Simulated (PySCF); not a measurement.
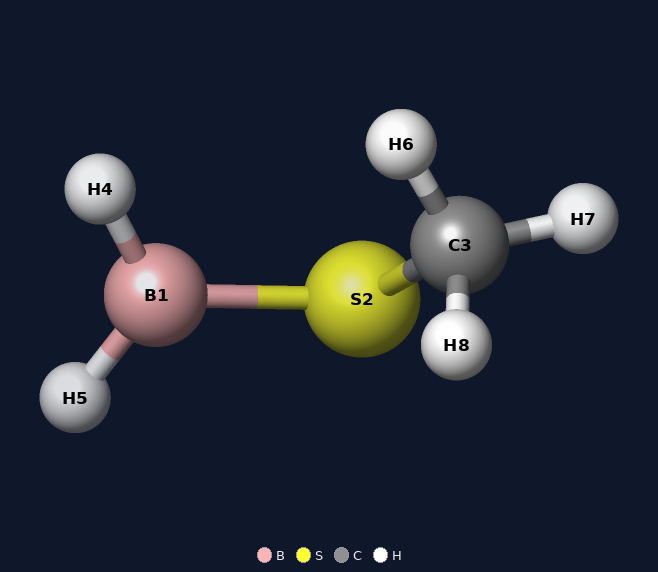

Charge +1, doublet. Computed geometry: GFN2-xTB optimisation. No frequency run is at hand to confirm it as a minimum. Level of theory: UKS B3LYP, pcH-1 on B C H S, non-relativistic (PySCF 2.14.0).

Give the isotropic hyperfine couplings (Fermi-contact term alone) of B1, S2, C3, H4, H5, H6, H7, H8.

| atom | isotope | a_iso (MHz) |
| --- | --- | --- |
| B1 | 11B | −24.3 |
| S2 | 33S | 38.9 |
| C3 | 13C | −8.8 |
| H4 | 1H | 126.1 |
| H5 | 1H | 113.8 |
| H6 | 1H | 78.9 |
| H7 | 1H | 15.3 |
| H8 | 1H | 102.8 |

The run warned: orbitally degenerate or nearly so: second-order g, spin-orbit hyperfine and D do not apply.

The geometry is semi-empirical. Around B such bond lengths and angles can be off by a tenth of an ångström or more and by several degrees, and values that hang on the shape move with them.
